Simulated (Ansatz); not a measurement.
```yaml
crystal:
  lattice:
    - [4.19822, 0.00000, 0.00000]
    - [0.00000, 4.19822, 0.00000]
    - [0.00000, 0.00000, 7.84962]
  atoms:
    - { symbol: Sm, position: [0.00000, 0.00000, 0.00000] }
    - { symbol: Sm, position: [0.50000, 0.50000, 0.00000] }
    - { symbol: Hf, position: [0.50000, 0.00000, 0.61716] }
    - { symbol: Hf, position: [0.00000, 0.50000, 0.38284] }
    - { symbol: W, position: [0.50000, 0.00000, 0.28067] }
    - { symbol: W, position: [0.00000, 0.50000, 0.71933] }
```

Space group P4/nmm; a structure generated by program, which may or may not match a known phase; computed without spin polarisation; no Hubbard U on the f states and no spin–orbit coupling.

The calculation used DFT PBE, scalar-relativistic, plane waves, PAW; 4f electrons in the core of a trivalent norm-conserving potential in Ansatz 0.2.0.

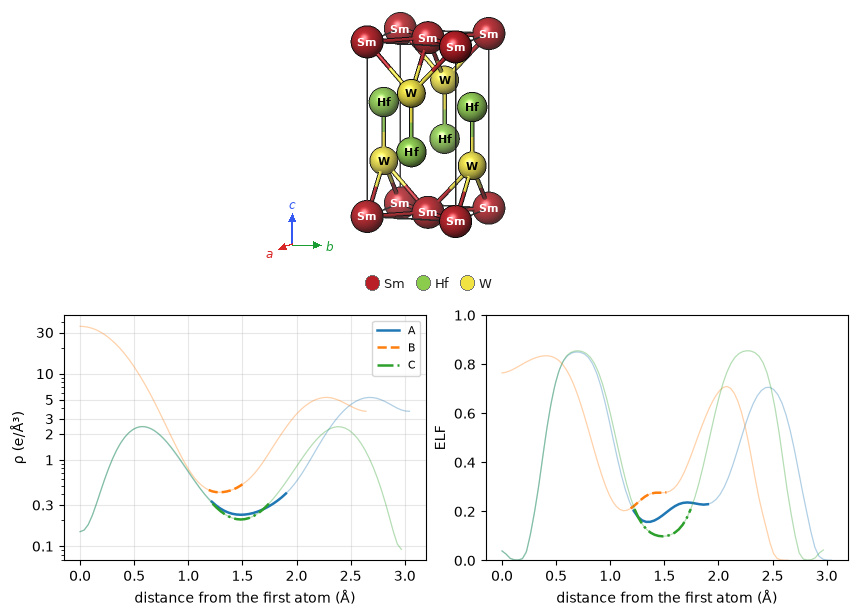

SmHfW. Valence electron density and electron localisation function along straight lines between neighbouring atoms. Thin, pale parts lie inside the atomic spheres. The structure is drawn too.

Core electrons are replaced by pseudopotentials, and the valence fields are smoothed inside the atomic spheres.

> Which curve belongs to which contact (Hf–W, Sm–Sm and Sm–W)? The first atom named is at distance zero.

Curve A: Sm–W (3.04 Å): ρ is about 0.23 e/Å³ halfway; the ELF is about 0.20 at the midpoint (no localised pair shows between them). Curve B: Hf–W (2.64 Å): ρ is about 0.42 e/Å³ halfway; the ELF is about 0.25 at the midpoint (no localised pair shows between them). Curve C: Sm–Sm (2.97 Å): ρ at the midpoint is about 0.2 e/Å³; the ELF is about 0.10 at the midpoint; no localised pair shows between them.
